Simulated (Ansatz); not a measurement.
# CAM-B3LYP/def2-SVP run of C2H5BClF (SMILES BC(F)CCl)

What is the energy change on altering one bond length of C2H5BClF at CAM-B3LYP/def2-SVP? 

The calculation is run with Ansatz 0.2.0.

123 further runs of the same task are left out: 123 set aside as unsound or not needed.

**1. The molecule**

C2H5BClF has 10 atoms, charge 0, and is taken as a singlet. As SMILES, `BC(F)CCl`. The coordinates come from a PBE0-D4/def2-TZVP relaxation. This is one conformer, not always the lowest.

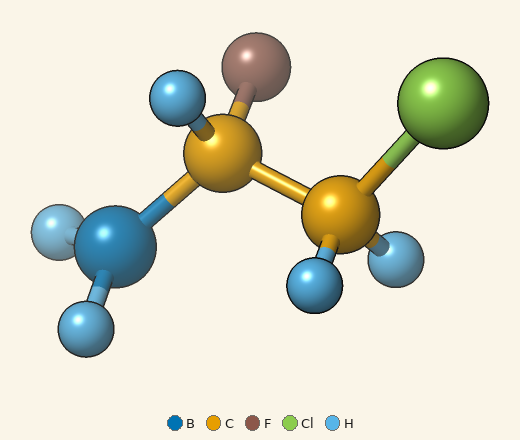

The structure, seen from a chosen angle (boron blue, carbon amber, fluorine brown, chlorine green, hydrogen blue).

**2. The energy at CAM-B3LYP/def2-SVP**

The input, job.yaml:

```yaml
crystal:
  periodic: [false, false, false]
  atoms:
    - {symbol: B, position_ang: [-1.309200, -0.711700, -0.281200]}
    - {symbol: C, position_ang: [0.178900, -0.496800, 0.126500]}
    - {symbol: F, position_ang: [0.520300, -1.080300, 1.336000]}
    - {symbol: C, position_ang: [0.655300, 0.934900, 0.100000]}
    - {symbol: Cl, position_ang: [2.428700, 1.067800, 0.206300]}
    - {symbol: H, position_ang: [-2.010300, -1.450800, 0.336900]}
    - {symbol: H, position_ang: [-1.707400, -0.172300, -1.270600]}
    - {symbol: H, position_ang: [0.728500, -1.046200, -0.665100]}
    - {symbol: H, position_ang: [0.248500, 1.491800, 0.943700]}
    - {symbol: H, position_ang: [0.349800, 1.412800, -0.829700]}
basis:
  gaussian:
    orbitals: def2-SVP
output:
  orbitals: {seedname: orbitals}
hamiltonian:
  xc: {name: CAM-B3LYP}
accuracy: high
```

On the command line:

```bash
ansatz run job.yaml --threads 1 --pin off --max-ram 3480MiB --events-out events.jsonl --progress --plain --runs-dir runs
```

Output:

```text
Warning: RAYON_NUM_THREADS=1 ignored (pool sized by the plan → 1); use --threads N
Functional definition: CAM-B3LYP
  name "CAM-B3LYP"
  parameter alpha = 0.19
  parameter beta = 0.46
  parameter omega = 0.33/bohr
  parameter ac = 0.81
  exchange = (1 - alpha - beta)*b88_x + beta*b88_x_sr(omega) + alpha*exact_x + beta*exact_x_lr(omega)
  correlation = (1 - ac)*vwn5_c + ac*lyp_c
2335 factors; integrals over basis functions are off by at most 4.1e-9 eV
434 factors; integrals over basis functions are off by at most 1.9e-9 eV
mean field evaluation 1: about -18058.3554 eV, gradient 2.7e1 eV
mean field evaluation 2: about -18059.0410 eV, gradient 2.2e1 eV
mean field evaluation 4: about -18059.9058 eV, gradient 9.3e-1 eV
mean field evaluation 8: about -18060.0920 eV, gradient 8.7e-2 eV
mean field evaluation 16: about -18060.0920 eV, gradient 2.0e-5 eV
mean field -18060.09201425 eV, -663.6961399535 hartree, gradient 5.5e-8 eV, S^2 0.000000; 0 other end points of the search recorded, 0 dependent functions left out
reference -18060.09203334 eV, -663.6961406551 hartree; 24, 24 occupied and 75, 75 virtual orbitals, 2335 factors
Total energy: -18060.09203334 eV, -663.6961406551 hartree
```

It took 9.3 s on 1 thread of Arm Neoverse V2, shared host; peak memory 0.41 GiB.

**3. The distorted shape**

The input, molecule.yaml:

```yaml
crystal:
  periodic: [false, false, false]
  atoms:
    - {symbol: B, position_ang: [-1.391646, -0.629284, -0.162451]}
    - {symbol: C, position_ang: [0.096454, -0.414384, 0.245249]}
    - {symbol: F, position_ang: [0.437854, -0.997884, 1.454749]}
    - {symbol: C, position_ang: [0.572854, 1.017316, 0.218749]}
    - {symbol: Cl, position_ang: [2.346254, 1.150216, 0.325049]}
    - {symbol: H, position_ang: [-2.092746, -1.368384, 0.455649]}
    - {symbol: H, position_ang: [-1.789846, -0.089884, -1.151851]}
    - {symbol: H, position_ang: [0.728500, -1.046200, -0.665100]}
    - {symbol: H, position_ang: [0.166054, 1.574216, 1.062449]}
    - {symbol: H, position_ang: [0.267354, 1.495216, -0.710951]}
basis:
  gaussian:
    orbitals: def2-SVP
accuracy: high
output: {orbitals: {seedname: orbitals}}
hamiltonian:
  xc: {name: CAM-B3LYP}
```

On the command line:

```bash
ansatz run molecule.yaml --threads 1 --pin off --max-ram 3480MiB --events-out events.jsonl --progress --plain --runs-dir runs
```

Output, cut to the lines that bear on the results:

```text
Warning: RAYON_NUM_THREADS=1 ignored (pool sized by the plan → 1); use --threads N
[... 8 set-up lines as earlier in the session ...]
2340 factors; integrals over basis functions are off by at most 3.5e-9 eV
435 factors; integrals over basis functions are off by at most 2.1e-9 eV
mean field evaluation 1: about -18058.0530 eV, gradient 2.7e1 eV
mean field evaluation 2: about -18058.6862 eV, gradient 2.3e1 eV
mean field evaluation 4: about -18059.6235 eV, gradient 9.5e-1 eV
mean field evaluation 8: about -18059.8048 eV, gradient 1.0e-1 eV
mean field evaluation 16: about -18059.8048 eV, gradient 2.7e-5 eV
mean field -18059.80483365 eV, -663.6855862611 hartree, gradient 1.2e-8 eV, S^2 0.000000; 0 other end points of the search recorded, 0 dependent functions left out
reference -18059.80485295 eV, -663.6855869704 hartree; 24, 24 occupied and 75, 75 virtual orbitals, 2340 factors
Total energy: -18059.80485295 eV, -663.6855869704 hartree
```

Run time: 9.3 s. Hardware: 1 thread of Arm Neoverse V2, shared host; peak memory 0.41 GiB.

**4. Summary of results**

At CAM-B3LYP/def2-SVP:

```
                                                         quantity          value
                                        first shape: total energy  -663.69614 Eh
                                         first shape: HOMO energy       -9.69 eV
                                         first shape: LUMO energy       -0.87 eV
                                       first shape: HOMO–LUMO gap        8.82 eV
                                    distorted shape: total energy  -663.68559 Eh
                                     distorted shape: HOMO energy       -9.69 eV
                                     distorted shape: LUMO energy       -0.88 eV
                                   distorted shape: HOMO–LUMO gap        8.81 eV
energy change with the C2–H8 bond stretched from 1.109 to 1.276 Å       0.287 eV
```

What this shows: With the C2–H8 bond stretched from 1.109 to 1.276 Å the energy rises by 0.29 eV (27.7 kJ/mol). The first shape isn't relaxed at this level, so the change isn't measured from a minimum.
